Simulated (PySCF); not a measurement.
## Electronic structure of C3H3F2O2 (doublet) in real space

```xyz
10

C    -1.6161    0.2708    0.4161
C    -0.3155   -0.4628    0.4564
O    -0.0867   -1.5364    0.9228
O     0.6568    0.3086   -0.1573
C     1.9230   -0.0932   -0.2934
F     2.5222   -0.7147    0.7175
F     2.7109    0.8630   -0.7827
H    -1.8665    0.5143   -0.6136
H    -1.5275    1.2028    0.9701
H    -2.3918   -0.3476    0.8565
```

Geometry: GFN2-xTB.

Theory: PySCF 2.14.0, density-fitted response routines, UKS B3LYP, pcH-1 on C F H O, non-relativistic, mean-field spin-orbit, GIAO.

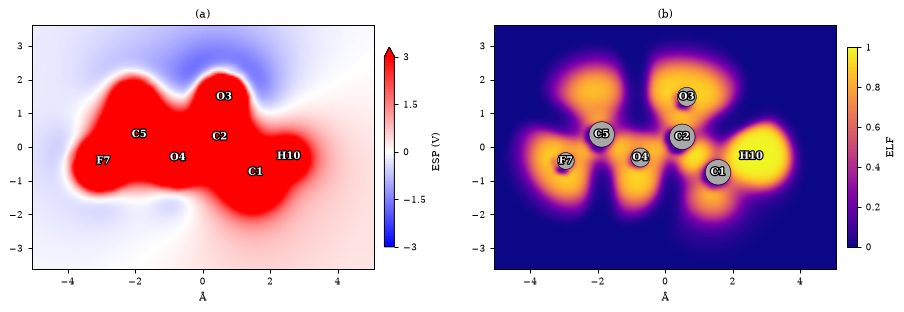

Figure 1. (a) electrostatic potential; (b) ELF on the plane of atoms O3, C2 and O4. Grey discs cover the atomic cores in the ELF map.

Read the bonding off the picture.

The section cuts through C, O, F and H sites.
C–O (1.19 Å): the ELF peaks at about 0.85 between the atoms (a short, multiple covalent bond).
C–F (1.33 Å): the ELF peaks at about 0.80 between the atoms: a polar covalent bond.
C–C (1.49 Å): the ELF peaks at about 0.95 between the atoms (a shared electron pair).
C–H (1.09 Å): the ELF climbs to about 1 towards the hydrogen, as it does in any bond to H: a covalent bond by its length.
C–O (1.34 Å): the ELF peaks at about 0.85 between the atoms (a polar covalent bond).
The ELF also peaks beside F7, O4, O3 and F6, away from the bonds: non-bonding electrons, paired or unpaired.
Outside the dense part of the molecule the potential is most negative (−1.7 V) near O3.

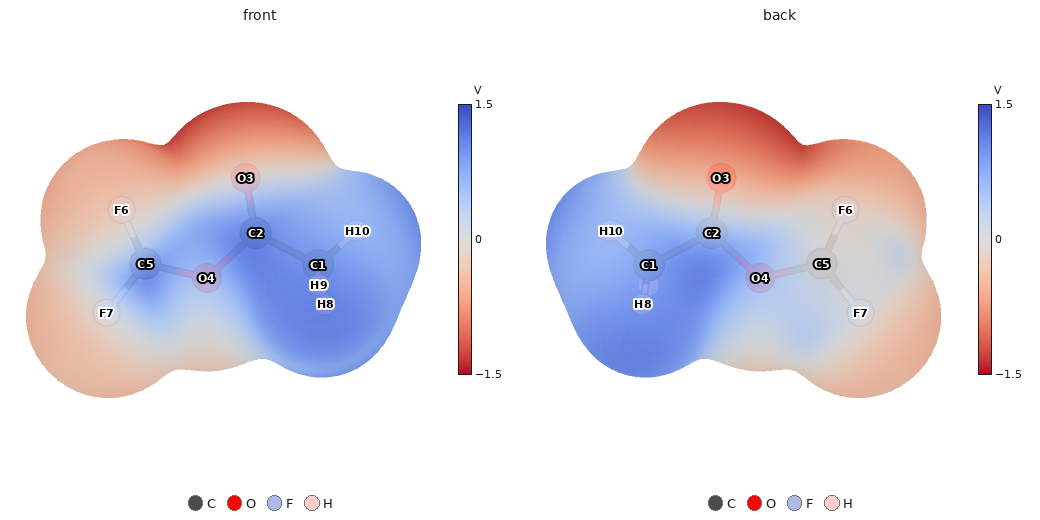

Figure 2. The molecular electrostatic potential painted on the density surface at 0.001 e/bohr³, seen from the front and from behind; the colour scale runs from red (negative) to blue (positive).

Which sites attract a positive test charge, and which a negative one?

A positive charge is drawn to the negative regions and a negative charge to the positive ones. The most negative region (about −1.3 V) lies over O3, the most positive (about +1.1 V) over C2, H8 and H9. O3 is the likeliest acceptor of a hydrogen bond.

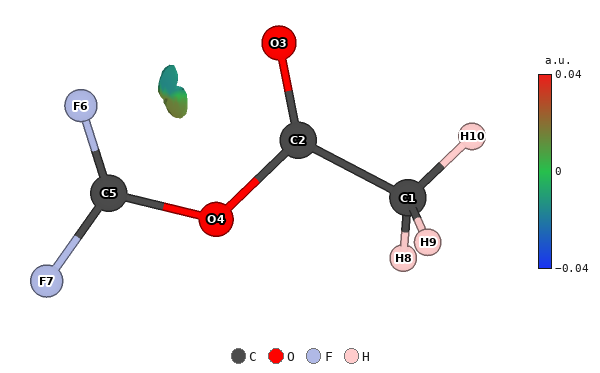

Figure 3. Non-covalent interaction (NCI) plot: the surface where the reduced density gradient is 0.4, for densities under 0.05 a.u., coloured by sign(λ₂)ρ; seen at a tilt.

Identify the weak interactions.

Between C5 and F6 on one side and O3 and C2 on the other: a weak contact, attractive (blue-green) on one side and crowded (olive to red) on the other.
